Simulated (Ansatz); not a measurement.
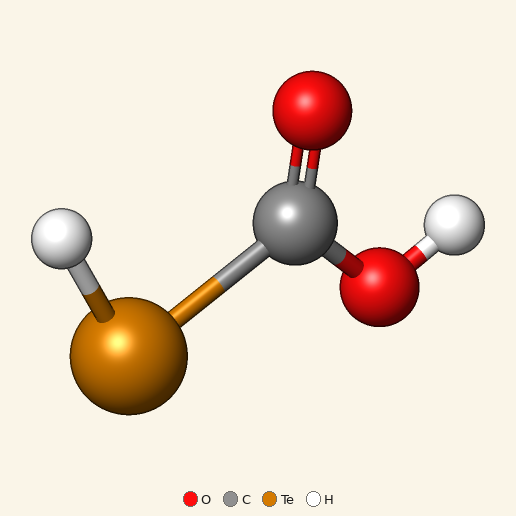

The picture shows a molecular structure as a ball-and-stick model.

Computed geometry: PBE0-D4/def2-TZVP optimisation.

Description:

The molecule is CH₂O₂Te. Its SMILES string is `O=C(O)[TeH]`. It has no ring. Among its groups: carboxylic acid. This geometry has Cs symmetry. All atoms lie on one plane. Coordination: 1 C trigonal planar; 1 O bent; 1 Te bent.

The parts below concern this one geometry. Atoms keep their numbers from picture to picture.

## Charges

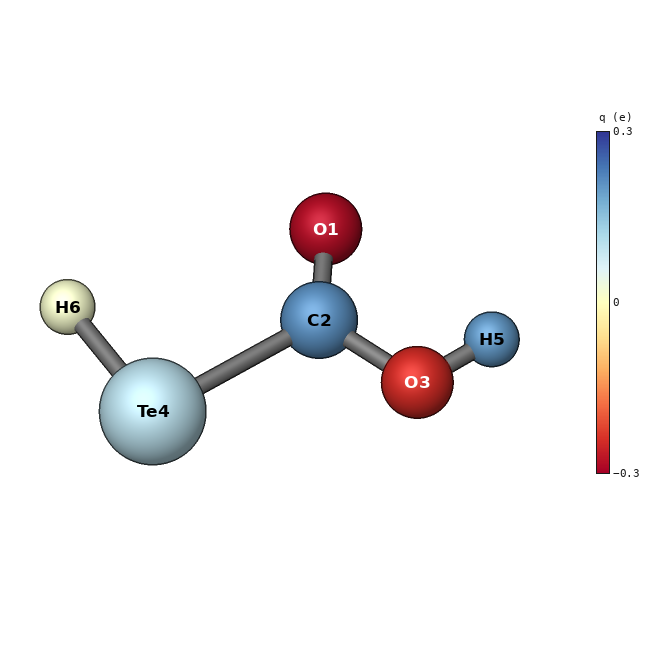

Atoms are coloured by their Mulliken charges. Level of theory: RKS ωB97M-V/def2-TZVPP, core potentials on Te (Ansatz 0.2.0).

Which atom carries the highest charge (most positive or least negative)?

Answer. C2 (0.21 e).

And the lowest?

Answer. O1 (−0.28 e).

Give the Mulliken charges atom by atom.

```
atom  value (e)
  O1      −0.28
  C2       0.21
  O3      −0.24
 Te4       0.10
  H5       0.20
  H6       0.02
```

## Electronic properties

Level of theory: RKS CAM-B3LYP-D4/def2-TZVPP, core potentials on Te (Ansatz 0.2.0).

Predict the main results.

- HOMO energy (Kohn–Sham orbital): −8.12 eV
- LUMO energy (Kohn–Sham orbital): −0.12 eV
- HOMO–LUMO gap: 8.00 eV

## Thermal motion

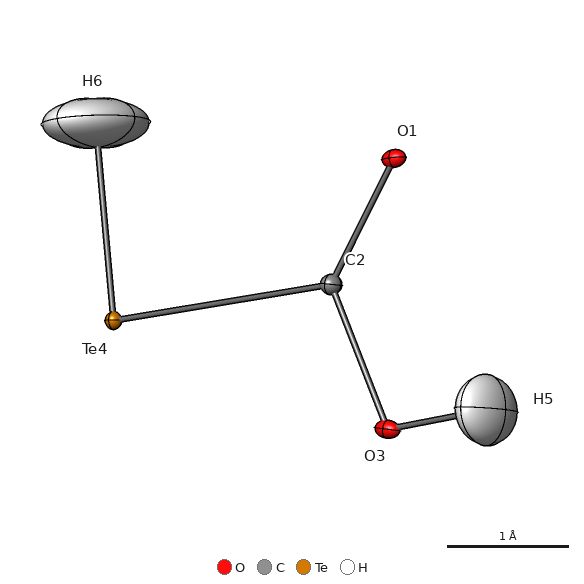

Displacement ellipsoids at the 50 % level, enlarged 1.5 times, from the internal vibrations of the free molecule (harmonic, no overall translation or rotation; no half-axis is drawn under 0.075 Å). Vibrations computed with RKS PBE0-D4/def2-TZVP, core potentials on Te (Ansatz 0.2.0). Temperature: 0 K (zero-point motion alone).

List U_eq and the three principal root-mean-square amplitudes for each kind of atom.

| atom | U_eq (Å²) | rms amplitudes (Å) |
| --- | --- | --- |
| O1 | 0.0012 | 0.019, 0.027, 0.049 |
| C2 | 0.0017 | 0.037, 0.040, 0.045 |
| O3 | 0.0013 | 0.019, 0.028, 0.052 |
| Te4 | 0.00005 | 0.003, 0.005, 0.010 |
| H5 | 0.0173 | 0.081, 0.127, 0.171 |
| H6 | 0.0337 | 0.087, 0.163, 0.258 |

## Dipole moment

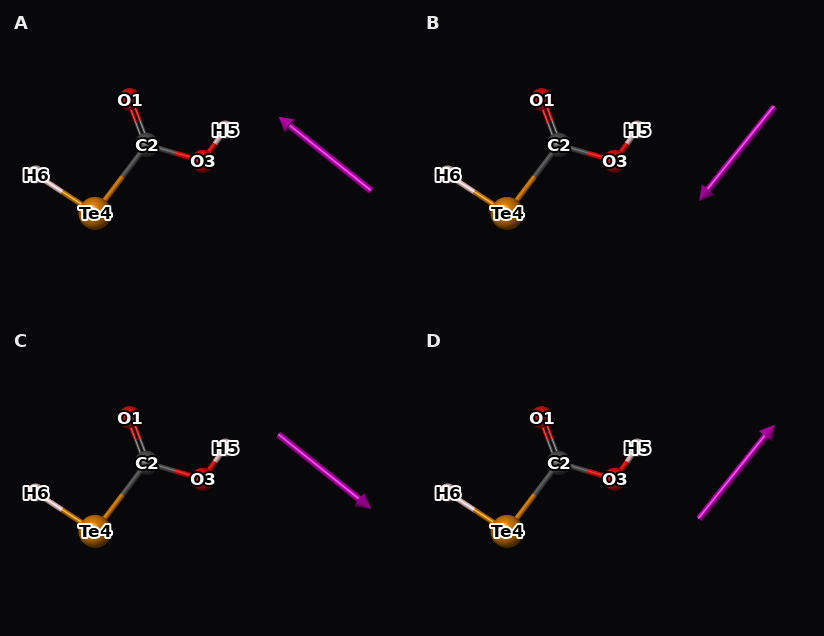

The same molecule four times, each with an arrow. Method: RKS PBE0-D4/def2-TZVP, core potentials on Te (Ansatz 0.2.0).

Which arrow points along the dipole moment, from the negative to the positive end?

Answer. C. The dipole moment is 1.18 D; it points from the side of H6 to the side of O3, H5 (the outermost atoms at the two ends).

Mulliken values depend strongly on the basis set and can even reverse the polarity of a bond.
